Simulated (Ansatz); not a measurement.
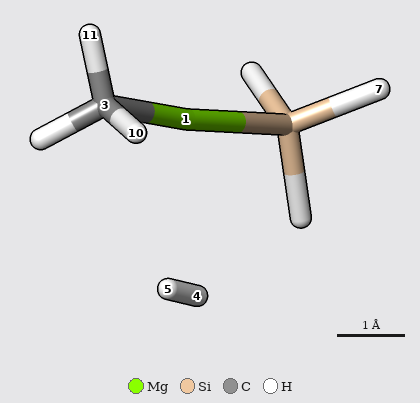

Figure 1. The input geometry (stick view, seen at a tilt; atoms are numbered from 1 in the order of the input). Sticks mark near contacts. Bond lengths as drawn: C–H 1.09 to 1.10 Å, C–Mg 2.08 Å, H–H 0.75 Å, H–Si 1.50 Å and Mg–Si 2.58 Å.

**Run report: CH₈MgSi, nudged elastic band**

System: CH₈MgSi.
Method: RKS PBE0-D4/def2-SVP (Ansatz 0.2.0).

Figures and captions count atoms from 1; the log counts them from 0 in places.

Output:
```
Functional definition: PBE0
  name "PBE0"
  cite "Adamo & Barone, J. Chem. Phys. 110, 6158 (1999) doi:10.1063/1.478522"
  cite "Perdew, Burke & Ernzerhof, Phys. Rev. Lett. 77, 3865 (1996) doi:10.1103/PhysRevLett.77.3865"
  parent pbe
  parameter a = 0.25
  parameter kappa = 0.804
  parameter beta = 0.06672455060314922
  exchange = (1 - a)*pbe_x(kappa = kappa, mu = beta*pi^2/3) + a*exact_x
  correlation = pbe_c(beta = beta)
923 factors; integrals over basis functions are off by at most 3.4e-4 eV
mean field evaluation 1: about -14469.0317 eV, gradient 4.8e1 eV
mean field evaluation 2: about -14464.0498 eV, gradient 5.9e1 eV
mean field evaluation 4: about -14475.1685 eV, gradient 1.8e0 eV
mean field evaluation 8: about -14475.2080 eV, gradient 5.1e-2 eV
mean field -14475.20797588 eV, -531.9540814653 hartree, gradient 4.9e-5 eV, S^2 0.000000; 0 other end points of the search recorded, 0 dependent functions left out
the calculation of the forces begins
reference -14475.20801320 eV, -531.9540828368 hartree; 20, 20 occupied and 70, 70 virtual orbitals, 923 factors
923 factors; integrals over basis functions are off by at most 9.0e-4 eV
mean field evaluation 16: about -14469.2559 eV, gradient 4.7e1 eV
mean field -14475.13188623 eV, -531.9512852221 hartree, gradient 3.5e-5 eV, S^2 0.000000; 0 other end points of the search recorded, 0 dependent functions left out
[... from here on the field's lines of each further geometry are left out, up to the last ...]
WARN: NEB end point (image 0): max|allowed force component| = 3.401e-1 eV/Å (the criterion of neb.relax_end_points is 1.000e-2). That is over neb.f_tol: it is no minimum, so the barrier can be far off. Relax it first
WARN: NEB end point (image 6): max|allowed force component| = 2.632e-1 eV/Å (the criterion of neb.relax_end_points is 1.000e-2). That is over neb.f_tol: it is no minimum, so the barrier can be far off. Relax it first
NEB iter   1: max|band force component| = 3.180e0 eV/Å  barrier→ = 3.6106 eV  barrier← = 3.5592 eV  Δτ_max = 0.2000 Å  (172 SCF iters)
NEB iter   2: max|band force component| = 2.845e0 eV/Å  barrier→ = 2.4977 eV  barrier← = 2.4463 eV  Δτ_max = 0.2000 Å  (140 SCF iters)
NEB iter   3: max|band force component| = 9.165e0 eV/Å  barrier→ = 1.9845 eV  barrier← = 1.9332 eV  Δτ_max = 0.1015 Å  (138 SCF iters)
NEB iter   4: max|band force component| = 8.723e-1 eV/Å  barrier→ = 1.7243 eV  barrier← = 1.6729 eV  Δτ_max = 0.2000 Å  (136 SCF iters)
NEB iter   5: max|band force component| = 6.449e-1 eV/Å  barrier→ = 1.4137 eV  barrier← = 1.3624 eV  Δτ_max = 0.2000 Å  (135 SCF iters)
NEB iter   6: max|band force component| = 7.553e-1 eV/Å  barrier→ = 1.2298 eV  barrier← = 1.1784 eV  Δτ_max = 0.1033 Å  (132 SCF iters)
NEB iter   7: max|band force component| = 7.591e-1 eV/Å  barrier→ = 0.9808 eV  barrier← = 0.9295 eV  CI = image 3  Δτ_max = 0.1986 Å  (138 SCF iters)
NEB iter   8: max|band force component| = 6.287e-1 eV/Å  barrier→ = 1.2791 eV  barrier← = 1.2278 eV  CI = image 3  Δτ_max = 0.2000 Å  (137 SCF iters)
NEB iter   9: max|band force component| = 7.370e-1 eV/Å  barrier→ = 1.4335 eV  barrier← = 1.3822 eV  CI = image 3  Δτ_max = 0.0992 Å  (136 SCF iters)
NEB iter  10: max|band force component| = 2.642e-1 eV/Å  barrier→ = 1.3684 eV  barrier← = 1.3171 eV  CI = image 3  Δτ_max = 0.2000 Å  (138 SCF iters)
NEB iter  11: max|band force component| = 2.785e-1 eV/Å  barrier→ = 1.3312 eV  barrier← = 1.2799 eV  CI = image 3  Δτ_max = 0.0657 Å  (136 SCF iters)
NEB iter  12: max|band force component| = 1.603e-1 eV/Å  barrier→ = 1.3179 eV  barrier← = 1.2665 eV  CI = image 3  Δτ_max = 0.0947 Å  (138 SCF iters)
NEB iter  13: max|band force component| = 1.213e-1 eV/Å  barrier→ = 1.3160 eV  barrier← = 1.2647 eV  CI = image 3  Δτ_max = 0.0551 Å  (138 SCF iters)
NEB iter  14: max|band force component| = 9.891e-2 eV/Å  barrier→ = 1.3155 eV  barrier← = 1.2641 eV  CI = image 3  Δτ_max = 0.0376 Å  (136 SCF iters)
the calculation of the forces begins
reference -14475.13633647 eV, -531.9514487655 hartree; 20, 20 occupied and 70, 70 virtual orbitals, 923 factors
these checks for a lower state are left out or cut short: stability, starts, cluster_reference, orbital_swaps, neighbouring_geometries, increment
923 factors; integrals over basis functions are off by at most 8.2e-4 eV
mean field -14475.13716462 eV, -531.9514791995 hartree, gradient 8.8e-6 eV, S^2 0.000000; 0 other end points of the search recorded, 0 dependent functions left out
the calculation of the forces begins
reference -14475.13720346 eV, -531.9514806266 hartree; 20, 20 occupied and 70, 70 virtual orbitals, 923 factors
NEB iter  15: max|band force component| = 2.544e-2 eV/Å  barrier→ = 1.3134 eV  barrier← = 1.2620 eV  CI = image 3  CI's point: of a kind that is not told: the force calls were inconclusive, a negative curvature could not be distinguished from the path's own, the only one lies far off the path, or fixed occupations may fill a level only in part  Δτ_max = 0.0000 Å  (939 SCF iters)
```

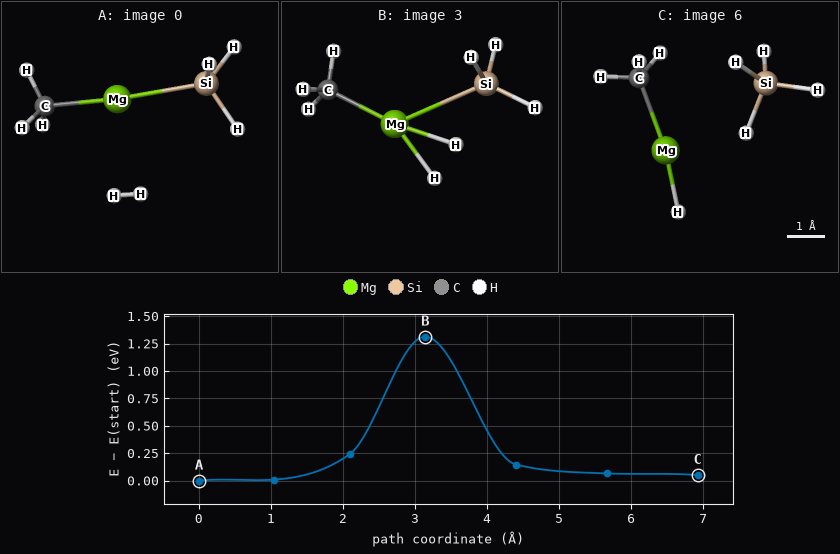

Figure 2. Images of the last band (counted from 0; ball-and-stick, seen at a tilt) above the energy along the path; the line is a cubic interpolation that uses the forces. The highest image is number 3, 1.313 eV above the start and 1.262 eV above the end (the climbing image); the end lies 0.051 eV above the start. The path is 6.92 Å long. The band converged in 15 iterations. The end points carry forces over 0.1 eV/Å, so they aren't fully relaxed minima and the barriers are approximate.

```
Total energy: -14474.02432568 eV, -531.9105831226 hartree
Atom 0 at    -0.879880     0.095578    -0.151415 Å, force    -0.003955    -0.004346    -0.008995 eV/Å
Atom 1 at     1.396022     0.249513     1.587328 Å, force    -0.011342    -0.010381     0.010808 eV/Å
Atom 2 at    -1.033624    -0.479975    -2.149257 Å, force    -0.025301     0.018331    -0.004758 eV/Å
Atom 3 at    -0.480567     0.549706     1.557991 Å, force     0.004629    -0.002907    -0.009985 eV/Å
Atom 4 at    -1.589446     0.694017     1.433120 Å, force     0.002284    -0.000750     0.002154 eV/Å
Atom 5 at     1.507087     0.606305     3.039944 Å, force    -0.001123     0.000811    -0.002580 eV/Å
Atom 6 at     2.310890     1.179982     0.842122 Å, force     0.008436     0.010455    -0.008050 eV/Å
Atom 7 at     1.958713    -1.137905     1.441975 Å, force    -0.000972     0.000290     0.001820 eV/Å
Atom 8 at    -2.002269    -0.963867    -2.357317 Å, force     0.009716     0.001510     0.009767 eV/Å
Atom 9 at    -0.951751     0.393292    -2.818649 Å, force     0.008405    -0.010433     0.010787 eV/Å
Atom 10 at    -0.235174    -1.186746    -2.425840 Å, force     0.009225    -0.002580    -0.000970 eV/Å
Dipole moment:    -0.217931     0.007605    -0.096603 e Å
```

The last band as extended XYZ (Å, eV, eV/Å):
```
11
Properties=species:S:1:pos:R:3:forces:R:3 image=0 energy=-14475.33767
Mg    0.0626   -0.2169   -0.3993    0.0669  -0.0066   0.0424
Si    2.0637   -0.2478    1.2350   -0.0817   0.0016  -0.0642
C    -1.4658   -0.2719   -1.8148    0.1782   0.0063   0.1647
H    -1.1966    1.1801    1.4658    0.3324   0.0209   0.3391
H    -1.7298    1.1543    0.9376   -0.3401  -0.0126  -0.3286
H     1.7204    0.2953    2.5879   -0.0392   0.0524   0.1251
H     3.2300    0.5675    0.7722    0.1058   0.0801  -0.0508
H     2.6152   -1.6150    1.4905    0.0459  -0.1329   0.0192
H    -2.3684   -0.7525   -1.4213   -0.2501  -0.1294   0.0979
H    -1.7557    0.7332   -2.1404   -0.0857   0.2691  -0.0948
H    -1.1755   -0.8264   -2.7131    0.0677  -0.1489  -0.2499
11
Properties=species:S:1:pos:R:3:forces:R:3 image=1 energy=-14475.32794
Mg    0.0020   -0.1572   -0.4311    0.0205  -0.0128  -0.0112
Si    1.9267   -0.0873    1.2961    0.0188  -0.0092   0.0235
C    -1.3380   -0.3496   -2.0266    0.0077  -0.0066  -0.0089
H    -1.1360    0.9543    1.7467   -0.0107   0.0074   0.0060
H    -1.8151    1.0484    1.4098   -0.0227  -0.0033  -0.0239
H     1.5189    0.4253    2.6533   -0.0035  -0.0072  -0.0250
H     3.0678    0.7941    0.8669    0.0123  -0.0050   0.0118
H     2.5348   -1.4405    1.5492    0.0113   0.0167   0.0081
H    -2.3760   -0.5698   -1.7249   -0.0011   0.0069   0.0247
H    -1.3702    0.5580   -2.6543   -0.0103   0.0103   0.0050
H    -1.0150   -1.1760   -2.6850   -0.0223   0.0028  -0.0103
11
Properties=species:S:1:pos:R:3:forces:R:3 image=2 energy=-14475.09560
Mg   -0.3747    0.0074   -0.2289    0.2501  -0.0841  -0.0731
Si    1.6527    0.0585    1.3740    0.0881  -0.0416  -0.0696
C    -1.2098   -0.4048   -2.0944   -0.0172   0.0112  -0.0087
H    -0.9302    0.7977    1.7344   -0.2792   0.0973   0.0951
H    -1.6830    0.9360    1.6147   -0.1253   0.0487   0.0493
H     1.5203    0.5028    2.8089   -0.0952  -0.0029  -0.0700
H     2.7164    0.9438    0.7882    0.1360  -0.0277   0.0377
H     2.2310   -1.3263    1.4426    0.1551  -0.0173   0.0442
H    -2.2439   -0.7770   -2.1559   -0.0295   0.0175   0.0533
H    -1.1245    0.4575   -2.7783   -0.0321   0.0039   0.0030
H    -0.5543   -1.1956   -2.5052   -0.0508  -0.0051  -0.0612
11
Properties=species:S:1:pos:R:3:forces:R:3 image=3 energy=-14474.02429
Mg   -0.8799    0.0956   -0.1514   -0.0040  -0.0043  -0.0090
Si    1.3960    0.2495    1.5873   -0.0113  -0.0104   0.0108
C    -1.0336   -0.4800   -2.1493   -0.0253   0.0183  -0.0048
H    -0.4806    0.5497    1.5580    0.0046  -0.0029  -0.0100
H    -1.5894    0.6940    1.4331    0.0023  -0.0008   0.0022
H     1.5071    0.6063    3.0399   -0.0011   0.0008  -0.0026
H     2.3109    1.1800    0.8421    0.0084   0.0105  -0.0080
H     1.9587   -1.1379    1.4420   -0.0010   0.0003   0.0018
H    -2.0023   -0.9639   -2.3573    0.0097   0.0015   0.0098
H    -0.9518    0.3933   -2.8186    0.0084  -0.0104   0.0108
H    -0.2352   -1.1867   -2.4258    0.0092  -0.0026  -0.0010
11
Properties=species:S:1:pos:R:3:forces:R:3 image=4 energy=-14475.19032
Mg   -1.5479    0.0258   -0.2780   -0.1293   0.0080   0.0015
Si    1.4221    0.4382    1.7862    0.0107   0.0033   0.0147
C    -0.8410   -0.5890   -2.1550   -0.0085   0.0103  -0.0066
H    -0.0251    0.4702    1.3845    0.1272  -0.0117  -0.0178
H    -2.4136    0.5018    1.1203   -0.1082  -0.0071  -0.0418
H     1.4721    0.8057    3.2280    0.0440   0.0028   0.0218
H     2.1776    1.4214    0.9595    0.0121   0.0035  -0.0041
H     1.9561   -0.9369    1.5711    0.0063  -0.0044  -0.0025
H    -1.6068   -1.2348   -2.6224    0.0192  -0.0099  -0.0243
H    -0.6925    0.2632   -2.8421    0.0138  -0.0035   0.0170
H     0.0991   -1.1657   -2.1520    0.0127   0.0087   0.0422
11
Properties=species:S:1:pos:R:3:forces:R:3 image=5 energy=-14475.27160
Mg   -1.8409   -0.0619   -0.3075   -0.0065  -0.0011  -0.0014
Si    1.3178    0.5154    1.5971    0.0031   0.0007  -0.0048
C    -0.5944   -0.6348   -1.8975    0.0011   0.0073   0.0047
H    -0.1574    0.5855    1.3317   -0.0036   0.0002  -0.0008
H    -3.0015    0.3603    0.8751   -0.0146  -0.0007  -0.0021
H     1.5474    0.9718    2.9976    0.0063  -0.0016  -0.0074
H     2.0206    1.4078    0.6329   -0.0030  -0.0045  -0.0079
H     1.7674   -0.8952    1.4281   -0.0027  -0.0042  -0.0073
H    -1.1183   -1.3117   -2.5960    0.0095   0.0010   0.0046
H    -0.2552    0.2300   -2.4953    0.0057  -0.0004   0.0122
H     0.3145   -1.1674   -1.5661    0.0047   0.0034   0.0101
11
Properties=species:S:1:pos:R:3:forces:R:3 image=6 energy=-14475.28633
Mg   -1.7901    0.0119   -0.4279   -0.1562   0.0264   0.0364
Si    1.0409    0.4451    1.5116   -0.0104   0.0091   0.0222
C    -0.2435   -0.5865   -1.7005   -0.1617   0.0747   0.1703
H    -0.4514    0.5580    1.4410   -0.1071   0.0096  -0.0017
H    -3.2170    0.4443    0.4116    0.0119   0.0018   0.0074
H     1.4434    0.9080    2.8621    0.0459   0.0455   0.1349
H     1.6353    1.3101    0.4671    0.0634   0.0876  -0.1108
H     1.4216   -0.9722    1.3135    0.0411  -0.1471  -0.0242
H    -0.6427   -0.9201   -2.6650   -0.0951  -0.0919  -0.2632
H     0.4631    0.2225   -1.9162    0.2011   0.2127  -0.0690
H     0.3404   -1.4212   -1.2974    0.1671  -0.2283   0.0976
```

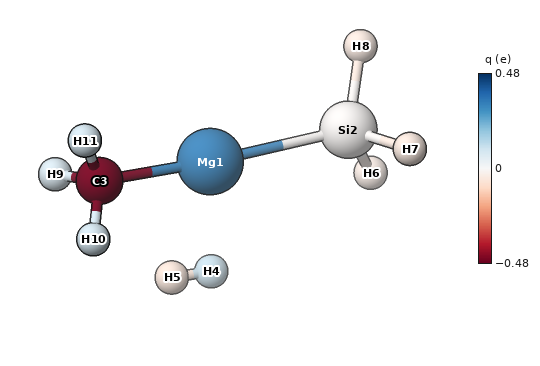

Figure 3. Mulliken charges, as the colour of each atom (ball-and-stick view, seen at a tilt; atoms are numbered from 1 in the order of the input). By element: Mg +0.33, Si −0.01, C −0.45 and H −0.07 to +0.12 e.

This output came from the following input.

Input file:
```yaml
crystal:
  periodic: [false, false, false]
  atoms:
    - {symbol: Mg, position_ang: [0.062556, -0.216948, -0.399317]}
    - {symbol: Si, position_ang: [2.063680, -0.247824, 1.234953]}
    - {symbol: C, position_ang: [-1.465809, -0.271934, -1.814769]}
    - {symbol: H, position_ang: [-1.196600, 1.180136, 1.465794]}
    - {symbol: H, position_ang: [-1.729806, 1.154328, 0.937562]}
    - {symbol: H, position_ang: [1.720381, 0.295289, 2.587884]}
    - {symbol: H, position_ang: [3.230035, 0.567498, 0.772154]}
    - {symbol: H, position_ang: [2.615158, -1.615003, 1.490498]}
    - {symbol: H, position_ang: [-2.368413, -0.752460, -1.421287]}
    - {symbol: H, position_ang: [-1.755725, 0.733241, -2.140382]}
    - {symbol: H, position_ang: [-1.175456, -0.826423, -2.713089]}
basis:
  gaussian: {orbitals: def2-SVP}
hamiltonian: {xc: pbe0, dispersion: d4}
neb:
  images: 5
  climbing: true
  max_iterations: 40
  initial_path: idpp
  final_atoms:
    - {symbol: Mg, position_ang: [-1.745094, 0.533227, 0.240424]}
    - {symbol: Si, position_ang: [1.566283, -0.046747, 1.054112]}
    - {symbol: C, position_ang: [-0.954683, -0.270256, -1.520062]}
    - {symbol: H, position_ang: [0.236534, 0.458101, 1.525047]}
    - {symbol: H, position_ang: [-2.620545, 1.204939, 1.548242]}
    - {symbol: H, position_ang: [2.511290, 0.110922, 2.186518]}
    - {symbol: H, position_ang: [2.002784, 0.766033, -0.104048]}
    - {symbol: H, position_ang: [1.430779, -1.474517, 0.685625]}
    - {symbol: H, position_ang: [-1.730747, -0.356637, -2.288942]}
    - {symbol: H, position_ang: [-0.157882, 0.348929, -1.946536]}
    - {symbol: H, position_ang: [-0.538718, -1.274095, -1.380380]}
```

Launched with:
```bash
ansatz run in.yaml --threads 4 --pin off --events-out ev --progress --plain --max-ram 9574MiB
```

Key numbers:

| quantity | value |
| --- | --- |
| outcome | converged |
| barrier, forward | 1.313 eV |
| barrier, backward | 1.262 eV |
| dipole moment (one image of the band) | 1.15 D |
| hardware | 4 threads of Arm Neoverse V1, 23 GiB of memory available, shared host |
| wall time | 1.9 min (CPU time 6.9 min) |
| peak memory | 0.49 GiB |
